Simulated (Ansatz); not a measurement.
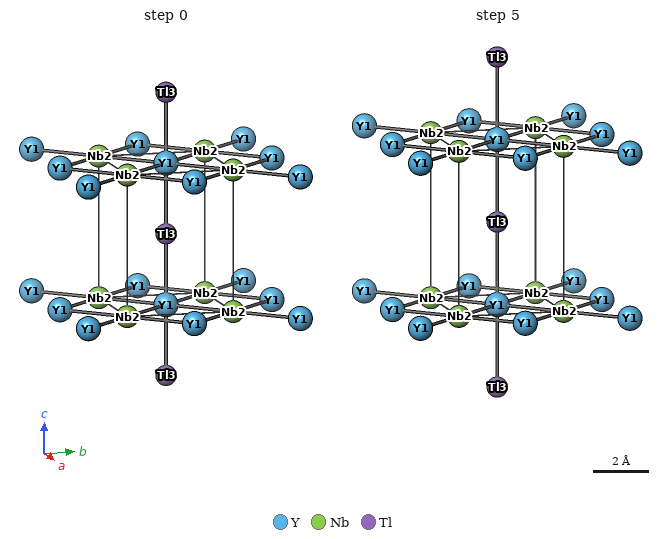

The structure of crystalline YNbTl (a generated structure, set up in P4/mmm) (coarse preliminary run) before (left) and after (right) a relaxation, at one scale.

Style: ball-and-stick. Shown: the cell of the calculation, slightly off an axis.

Theory: DFT PBE, scalar-relativistic, plane waves, PAW (Ansatz 0.2.0).

Input file:
```yaml
crystal:
  lattice:
    - [4.04450355, 0.0, 0.0]
    - [0.0, 4.04450355, 0.0]
    - [0.0, 0.0, 5.30725043]
  atoms:
    - { symbol: "Y", position: [0.5, 0.5, 0.0] }
    - { symbol: Nb, position: [0.0, 0.0, 0.0] }
    - { symbol: Tl, position: [0.5, 0.5, 0.5] }
basis:
  ecutwfc: 420
kpoints:
  mp_grid: { grid: [4, 4, 4] }
hamiltonian:
  xc: pbe
scf:
  occupations: { method: gaussian, width: 0.1 }
  lower_state_search: "off"
output:
  forces: true
  stress: true
  eigenvalues: true
relax:
  adjacent_minimum: "off"
  f_tol: 0.04
  max_steps: 70
  cell: { stress_tol: 0.4 }
```

Launched with:
```bash
ansatz run input.yaml --threads 1 --pin off --max-ram 2560MiB --backend cpu --events-out ev --progress --plain --runs-dir out
```

Describe what moved and what it gained.

After 4 accepted moves (5 points after the start) the energy has fallen by 303 meV per atom. All forces vanish by symmetry, so only the cell relaxes. Pressure: 7.19 GPa at the start and 0.05 GPa at the end. The SCF was repeated once at an unchanged geometry on a basis and grid sized afresh for the cell, which shifted the energy by 1.5 meV per atom at most. No atom moves by more than 0.005 Å relative to the cell. The volume changes by +13.8 %, with a = b 4.045 → 3.997 Å (−1.2 %), c 5.307 → 6.187 Å (+16.6 %). Near-neighbour distances that change, for instance: Y1–Tl3 2.654 → 3.093 Å, Y1–Nb2 2.860 → 2.826 Å. The space group stays P4/mmm (No. 123).

Limits of the set-up: the k-point mesh is coarse for a cell with partly filled bands.
